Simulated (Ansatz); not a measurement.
# Calculations on BH$_{3}$SeO

## 1. Relaxation

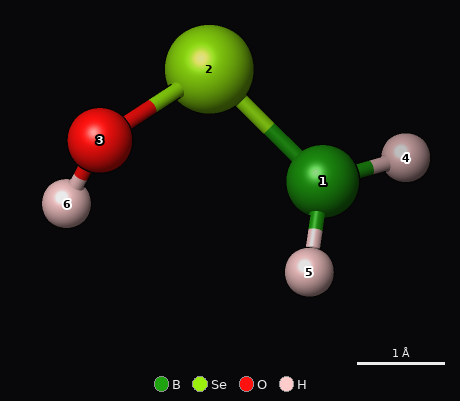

BH₃SeO, before the relaxation. Style: ball-and-stick. Shown at a tilt.

All numbers below come from RKS PBE0-D4/def2-TZVP in Ansatz 0.2.0.

Input
```yaml
crystal:
  periodic: [false, false, false]
  atoms:
    - {symbol: B, position_ang: [-0.881680, -0.085160, -0.586700]}
    - {symbol: Se, position_ang: [0.455920, -1.130280, 0.161260]}
    - {symbol: O, position_ang: [1.278910, 0.039920, 1.296410]}
    - {symbol: H, position_ang: [-1.594930, -0.600780, -1.352040]}
    - {symbol: H, position_ang: [-0.978240, 1.045080, -0.315960]}
    - {symbol: H, position_ang: [1.720010, 0.731220, 0.797040]}
basis:
  gaussian: {orbitals: def2-TZVP}
hamiltonian: {xc: pbe0, dispersion: d4}
relax: {f_tol: 0.005, max_steps: 200}
```

> Predict the outcome.

The atom that moves furthest after the best rigid fit is H6 (0.21 Å). Largest moves by element: H 0.21 Å, Se 0.08 Å, O 0.07 Å, B 0.05 Å. Near-neighbour distances that change, for instance: B1–H4 1.166 → 1.194 Å, Se2–O3 1.826 → 1.804 Å, B1–Se2 1.855 → 1.875 Å. Bond angles that change, for instance: Se2–O3–H6 110.2° → 107.0°, Se2–B1–H4 117.2° → 114.1°, H4–B1–H5 122.0° → 124.6°. After 12 geometry steps the energy has fallen by 0.042 eV. Largest force component: 0.61 eV/Å at the start, 0.0011 eV/Å at the end. The run took about 30 core-seconds on a shared host.

History of the run:

| step | E − E(0), eV | largest force component, eV/Å |
| --- | --- | --- |
| 0 | 0.0000 | 0.6070 |
| 1 | -0.0353 | 0.2285 |
| 2 | -0.0383 | 0.1791 |
| 3 | -0.0409 | 0.0396 |
| 4 | -0.0411 | 0.0162 |
| 5 | -0.0415 | 0.0385 |
| 6 | -0.0417 | 0.1136 |
| 7 | -0.0421 | 0.0534 |
| 8 | -0.0421 | 0.0715 |
| 9 | -0.0424 | 0.0167 |
| 10 | -0.0424 | 0.0112 |
| 11 | -0.0424 | 0.0085 |
| 12 | -0.0424 | 0.0011 |

The structure at the end:

```xyz
6

B    -0.9210   -0.0606   -0.6034
Se    0.4793   -1.0519    0.1538
O     1.2390    0.0986    1.3179
H    -1.5827   -0.6714   -1.3870
H    -1.1048    1.0765   -0.3067
H     1.8903    0.6087    0.8254
```

After the run, drawn alike:

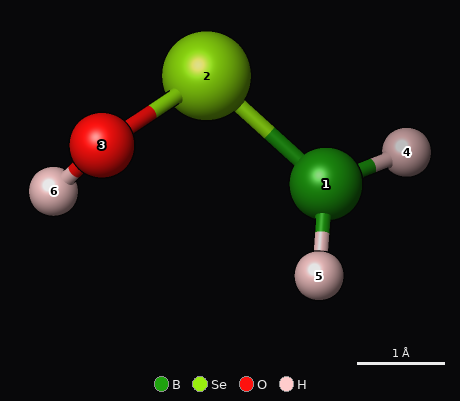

## 2. Relaxation

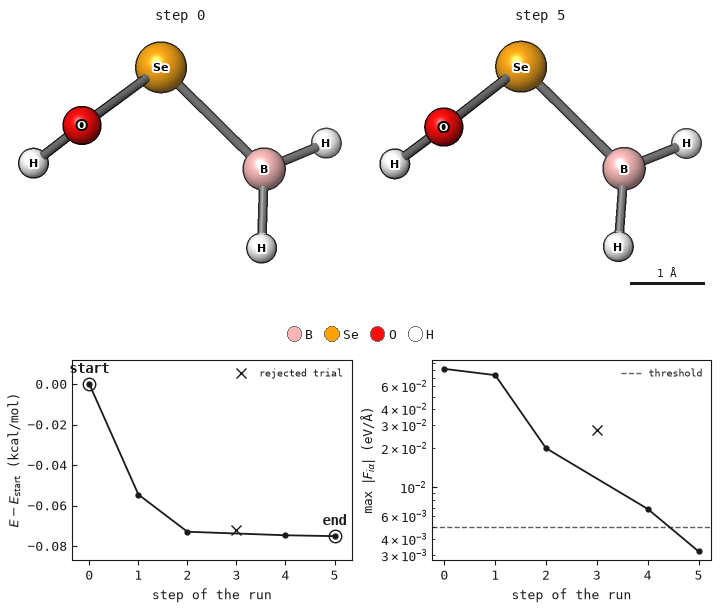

First and last geometry of a constrained relaxation of BH$_{3}$SeO, with the history of the run. A ball-and-stick model, seen at a tilt.

These are results of RKS PBE0-D4/def2-TZVP (Ansatz), not measurements.

Input file:
```yaml
crystal:
  periodic: [false, false, false]
  atoms:
    - {symbol: B, position_ang: [-0.921287, -0.059714, -0.603099]}
    - {symbol: Se, position_ang: [0.566341, -1.114590, 0.200798]}
    - {symbol: O, position_ang: [1.327294, 0.035048, 1.364974]}
    - {symbol: H, position_ang: [-1.583723, -0.669769, -1.386647]}
    - {symbol: H, position_ang: [-1.104015, 1.077437, -0.306055]}
    - {symbol: H, position_ang: [1.978856, 0.544758, 0.872418]}
basis:
  gaussian: {orbitals: def2-TZVP}
hamiltonian: {xc: pbe0, dispersion: d4}
relax: {f_tol: 0.005, max_steps: 200, constraints: [{distance: [0, 1]}]}
```

### Did the run converge, and what did it change?

It converged. After 4 accepted moves (5 points after the start) the energy has fallen by 0.08 kcal/mol. The largest force component goes from 0.082 to 0.0032 eV/Å. The line search rejected the trial step at point 3 of the run. The atom that moves furthest after the best rigid fit is H5 (0.053 Å). By element the largest moves are H 0.053 Å, O 0.033 Å, Se 0.009 Å, B 0.007 Å. Bond angles that change, for instance: Se2–B1–H5 121.3° → 118.9°. The run took roughly 15 core-seconds on a shared host.

## 3. Scan

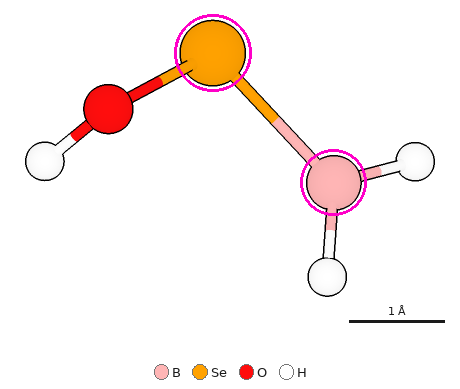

Energy scan for BH3SeO, in which the B1–Se2 distance is varied, with all other coordinates relaxed. The picture shows the minimum geometry. The ringed atoms are those of the scanned coordinate. A ball-and-stick model, seen at a tilt.

Computed with Ansatz: CCSD(T), PBE-D4, PBE0-D4, r2SCAN-D4, B3LYP-D4, wB97M-V, basis def2-TZVPP, on geometries relaxed under the constraint at PBE0-D4/def2-TZVP. Coupled cluster with a frozen core. Energies are counted from the PBE0-D4/def2-TZVP minimum geometry at the same level.

```xyz
6

B    -0.9213   -0.0597   -0.6031
Se    0.4785   -1.0523    0.1533
O     1.2395    0.0973    1.3175
H    -1.5837   -0.6698   -1.3866
H    -1.1040    1.0774   -0.3061
H     1.8910    0.6070    0.8250
```

Question: Predict the energy profile (the distance: 1.688, 1.725, 1.781, 1.845, 1.875, 1.916, 1.993, 2.075, 2.161, 2.250 Å).

Answer: Energies in kJ/mol.

```tsv
distance (Å)	CCSD(T)	PBE-D4	PBE0-D4	r2SCAN-D4	B3LYP-D4	wB97M-V
1.688	47.8	42.0	41.9	41.1	46.4	43.8
1.725	31.2	28.7	27.4	27.2	30.2	27.9
1.781	11.9	10.7	9.8	9.8	11.6	10.1
1.845	1.5	1.3	0.9	0.9	1.5	1.0
1.875	0.0	0.0	0.0	0.0	0.0	0.0
1.916	0.8	1.0	1.5	1.4	0.7	1.5
1.993	9.4	9.3	11.0	10.7	8.7	11.1
2.075	26.0	24.9	28.2	27.4	24.1	28.4
2.161	48.7	46.1	51.2	49.8	45.2	51.7
2.250	75.5	71.1	78.2	76.0	70.2	79.2
```

With CCSD(T): the lowest computed point lies at the distance 1.875 Å (0.0 kJ/mol). The end points stand at 47.8 kJ/mol (1.688 Å) and 75.5 kJ/mol (2.250 Å). The curvature at the lowest point is about 21 eV/Å² (3.4 mdyn/Å). The well is steeper on the short side, as for any bond. At 2.250 Å the levels give B3LYP-D4 70.2 kJ/mol, PBE-D4 71.1 kJ/mol, CCSD(T) 75.5 kJ/mol, r2SCAN-D4 76.0 kJ/mol, PBE0-D4 78.2 kJ/mol, wB97M-V 79.2 kJ/mol. Closest to CCSD(T) there is r2SCAN-D4.

## 4. Scan

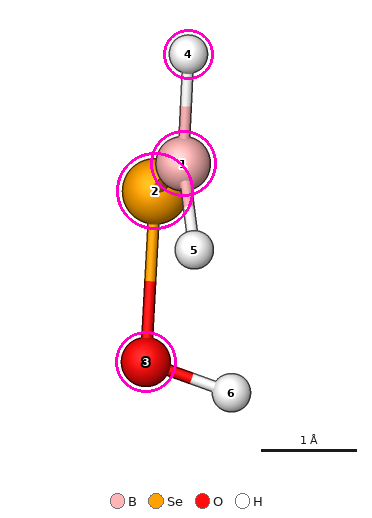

Energy scan for BH$_{3}$SeO, in which the H4–B1–Se2–O3 dihedral angle is varied, with the rest of the molecule carried along rigidly. The picture shows the minimum geometry. The ringed atoms are those of the scanned coordinate. The picture is a ball-and-stick view, seen almost along the central bond, with a slight tilt.

Single-point energies from Ansatz with PBE0-D4, wB97M-V, r2SCAN-D4 in the def2-TZVPP basis, on geometries moved rigidly from the minimum at PBE0-D4/def2-TZVP. Energies are counted from the PBE0-D4/def2-TZVP minimum geometry at the same level.

The input:
```yaml
crystal:
  periodic: [false, false, false]
  atoms:
    - {symbol: B, position_ang: [-0.921287, -0.059714, -0.603099]}
    - {symbol: Se, position_ang: [0.478516, -1.052313, 0.153338]}
    - {symbol: O, position_ang: [1.239468, 0.097325, 1.317514]}
    - {symbol: H, position_ang: [-1.583723, -0.669769, -1.386647]}
    - {symbol: H, position_ang: [-1.104015, 1.077437, -0.306055]}
    - {symbol: H, position_ang: [1.891030, 0.607035, 0.824958]}
basis:
  gaussian: {orbitals: def2-TZVPP}
hamiltonian: {xc: pbe0, dispersion: d4}
output: {orbitals: {seedname: orbitals}}
```

> What energies does the calculation give (the dihedral: −177.9, −164.2, −138.5, −112.8, −87.0, −61.3, −35.6, −9.9°)?

Energies in eV.

```csv
dihedral angle (°),PBE0-D4,wB97M-V,r2SCAN-D4
−177.9,0.000,0.000,0.000
−164.2,0.054,0.054,0.054
−138.5,0.429,0.424,0.438
−112.8,1.067,1.045,1.099
−87.0,1.518,1.468,1.579
−61.3,1.034,1.004,1.075
−35.6,0.415,0.403,0.431
−9.9,0.068,0.065,0.070
```

With PBE0-D4: the lowest computed point lies at the dihedral −177.9° (0.000 eV). A local maximum lies at −87.0° (1.518 eV). The highest point, at −87.0°, lies 1.518 eV above the lowest and gives an upper estimate of the barrier to rotation, since the rotor is rigid. At −87.0° the levels give wB97M-V 1.468 eV, PBE0-D4 1.518 eV, r2SCAN-D4 1.579 eV.

As a plot:

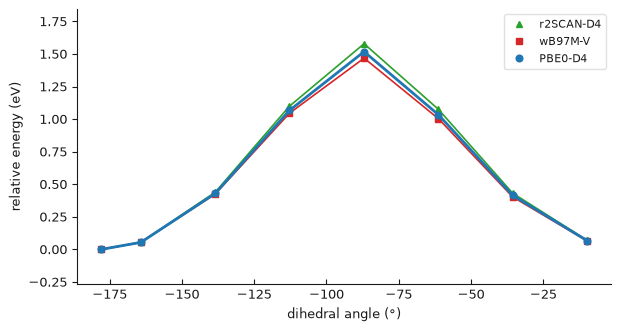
